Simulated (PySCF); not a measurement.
BH$_{3}$O$_{3}$ (charge +1, doublet)

Input

```
{"job": {"kind": "epr"}, "charge": 1, "multiplicity": 2}
B      0.036683     0.048029    -0.180685
O      0.580421     0.198105     1.084750
O     -0.747957    -1.105454    -0.016298
O      0.094176     0.778525    -1.251002
H      1.108540    -0.512382     1.501350
H     -1.708034    -0.997341     0.158649
H      0.667163     1.555622    -1.318619
```

Run with:

```sh
OMP_NUM_THREADS=1 python cluster_run.py task.json out
```

Geometry: PBE0-D3(BJ)/def2-SVP.

Computed with PySCF, UKS B3LYP, IGLO-III on B O, pcH-1 on H, non-relativistic, mean-field spin-orbit, GIAO.

Q: What will maps of the electron density, electron localisation function and spin density show?

A: B–O (1.30 Å): ρ at the midpoint is about 2.4 e/Å³; the ELF peaks at about 0.90 between the atoms; a polar covalent bond.
O–H (0.97 Å): ρ is about 3.8 e/Å³ halfway; the ELF climbs to about 1 towards the hydrogen, as it does in any bond to H: a covalent bond by its length.
B–O (1.39 Å): ρ is about 2 e/Å³ halfway; the ELF peaks at about 0.90 between the atoms, as expected for a shared but strongly polarised pair.
The unpaired spin (1 electron) lies mostly on O3 (about 0.5) and O2 (about 0.4), in electrons by Hirshfeld's partition.

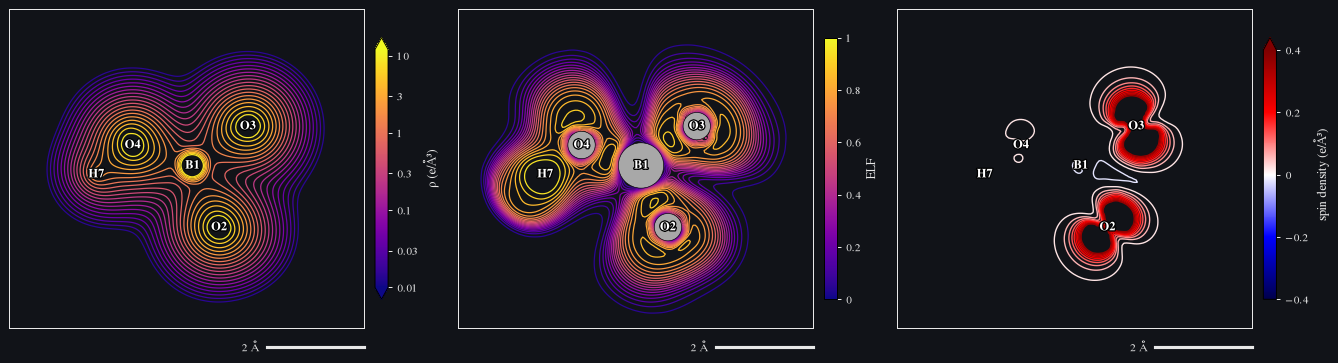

Computed electron density, electron localisation function and spin density on the plane of atoms O2, B1 and O3, in this order. Grey discs cover the atomic cores in the ELF map. 
